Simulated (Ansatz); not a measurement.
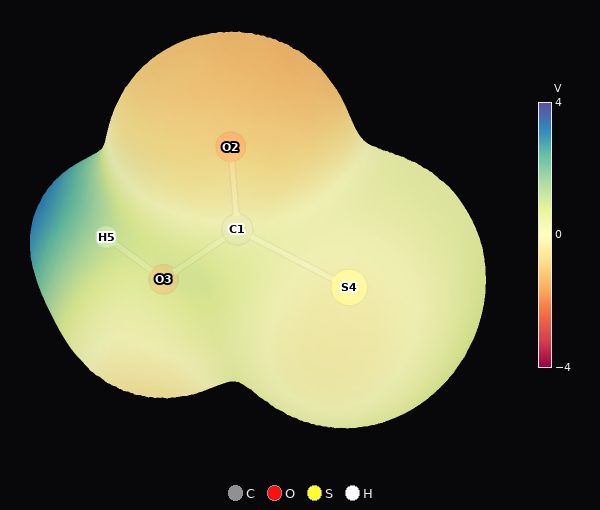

Figure. CHO₂S (doublet). The molecular electrostatic potential painted on the density surface at 0.002 e/bohr³, seen at a tilt; red is negative and blue positive.

Geometry: PBE-D3(BJ)/def2-SVP.

The calculation used Ansatz 0.2.0, isolated molecule in a Gaussian basis; Kohn-Sham density functional theory, functional PBE0.

```xyz
5

C    -1.6646   -1.5228   -2.3905
O    -2.7781   -1.5052   -2.9074
O    -1.4235   -1.8460   -1.1106
S    -0.2897   -1.1049   -3.3600
H    -2.2946   -2.0543   -0.7029
```

Question: Describe the electrostatic potential map.

Answer: The most negative region (about −1.3 V, or −30 kcal/mol for a unit charge) lies over O2, the most positive (about +3.2 V, or +74 kcal/mol for a unit charge) over H5. O2 is the likeliest acceptor of a hydrogen bond.

Question: What dipole moment does the calculation give?

Answer: Its dipole moment is 1.67 D.
